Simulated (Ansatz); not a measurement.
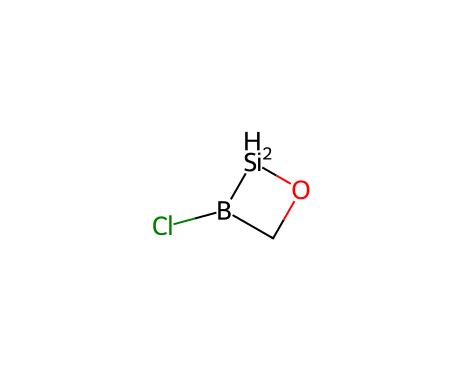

The picture comes from a calculation with Ansatz.

A structural formula.

Give its SMILES.

Answer. ClB1CO[SiH2]1

Give the formula, hydrogens included.

Answer. CH4BClOSi.
